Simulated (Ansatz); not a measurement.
# A thicker film of HfO2 (110) from two thinner ones

In a field along its normal an insulating film takes a dipole p. Written as a length, p/(ε₀AE), it should grow by 1 − 1/ε for each ångström added.

Set-up. Ansatz 0.2.0, plane waves with PAW datasets (its set soft_2), PBEsol; fluorite films relaxed at a bulk in-plane lattice constant near the measured one, then held in weak fields of both signs with a dipole correction (A is the cell's area, E the outer field).

| run | distance between the outer atoms (Å) | p/(ε₀AE) (Å) |
| --- | --- | --- |
| 4 units | 5.431 | 6.160 |
| 6 units | 8.954 | 9.090 |
| 9 units | 14.241 | ? |

Q: Estimate the withheld value from the rows shown.

Two rows fix a line: slope = (9.090 − 6.160) / (8.954 − 5.431) = 0.8317, intercept 1.6430. That slope means ε = 1/(1 − 0.8317) = 5.94. At 14.241 it gives 0.8317 × 14.241 + 1.6430 = 13.487 Å, beyond the rows fitted. Rounding of the rows alone allows about ±0.004 Å there; two rows can't show whether the line holds.

The run itself gives 13.459 Å: a miss of −0.028 Å, or 0.2 % of the value. The length is met to within 1 %, though ε is more sensitive than the length: the two thickest films give ε = 5.76.

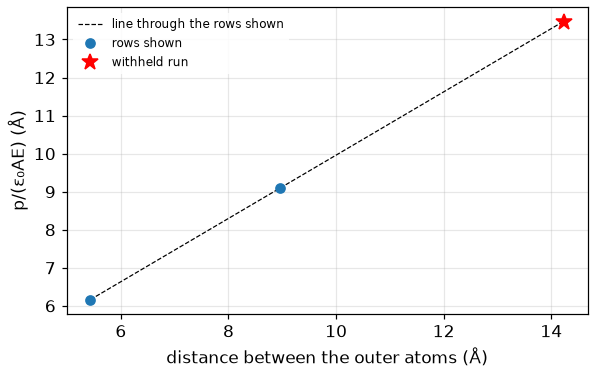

The fit and the withheld run.

Caveats: This is the electronic response alone. A unit is one step of the cut along the normal (a plane, a pair of planes or a cell), and the layers relax along it, away from their bulk spacing where the functional's lattice constant differs from the one held.
